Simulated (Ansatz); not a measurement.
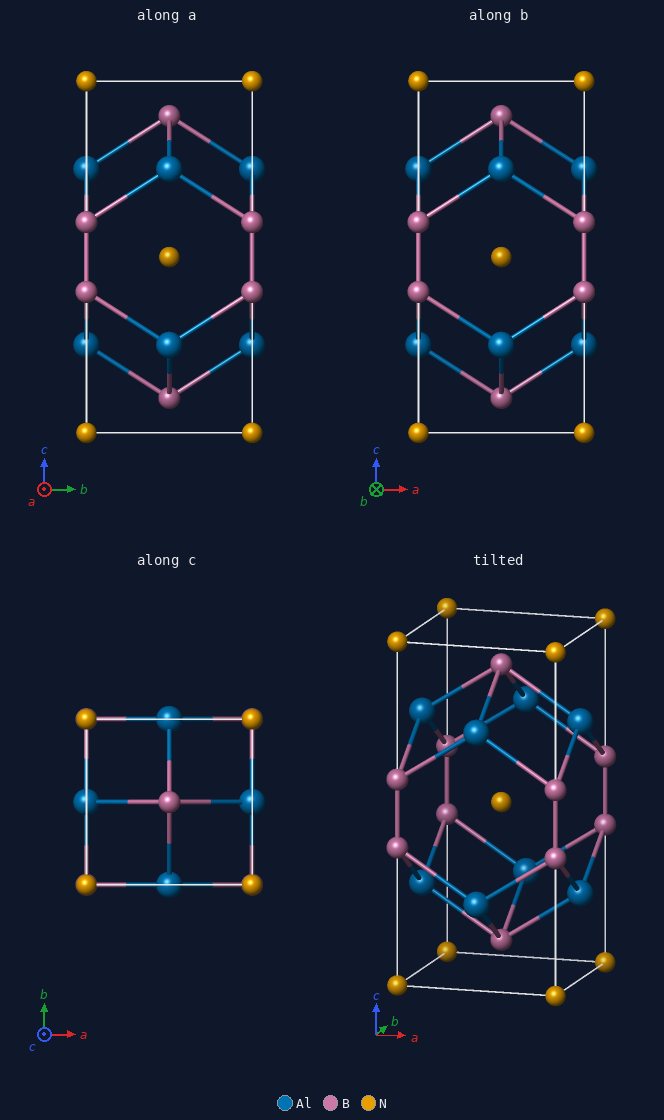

Crystal structure, ball-and-stick style, seen along the a axis, along the b axis, along the c axis and slightly off an axis. The conventional unit cell is drawn as a box.

Lattice parameters: a = 3.7498 Å, b = 3.7498 Å, c = 7.9594 Å, α = 90.000°, β = 90.000°, γ = 90.000°.

Q: Record the structure as a CIF in P1 with every atom of the cell, with free fractional coordinates to two decimals.

A:
```cif
data_structure
_symmetry_space_group_name_H-M 'P 1'
_symmetry_Int_Tables_number 1
_cell_length_a 3.7498
_cell_length_b 3.7498
_cell_length_c 7.9594
_cell_angle_alpha 90.000
_cell_angle_beta 90.000
_cell_angle_gamma 90.000
_cell_volume 111.92
loop_
_atom_site_label
_atom_site_type_symbol
_atom_site_fract_x
_atom_site_fract_y
_atom_site_fract_z
_atom_site_occupancy
Al1 Al 0.50 0.00 0.75 1
Al2 Al 0.00 0.50 0.75 1
B1 B 0.50 0.50 0.90 1
B2 B 0.00 0.00 0.60 1
N1 N 0.00 0.00 0.00 1
Al3 Al 0.00 0.50 0.25 1
Al4 Al 0.50 0.00 0.25 1
B3 B 0.00 0.00 0.40 1
B4 B 0.50 0.50 0.10 1
N2 N 0.50 0.50 0.50 1
```

Origin of the cell: a structure type filled with these elements by a generator (whether the compound takes this form wasn't checked). Earlier steps of the study may have refined or changed the cell and positions. A calculation with Ansatz used it as input.
